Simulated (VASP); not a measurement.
Band structure of MgSe (space group P6_3mc). Method: LDA (Ceperley-Alder, Perdew-Zunger) with spin-orbit coupling, VASP's LDA PAW potentials (set 64) (plane waves; VASP).

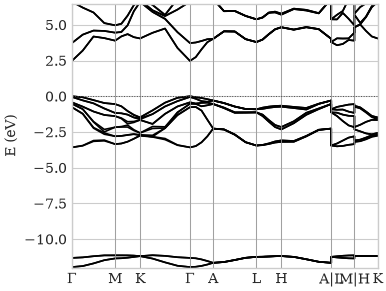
Figure: Bands along high-symmetry lines, zero at the valence-band maximum or, without a gap, the Fermi level

**Question.** Read the plot: is there a gap, and where are the band edges?

**Answer.** The gap is direct, 2.47 eV, from the valence maximum at Γ to the conduction minimum at Γ.

The structure comes from a computed database's MgSe entry (P6_3mc); how it stands against other phases isn't given here. It was relaxed first.
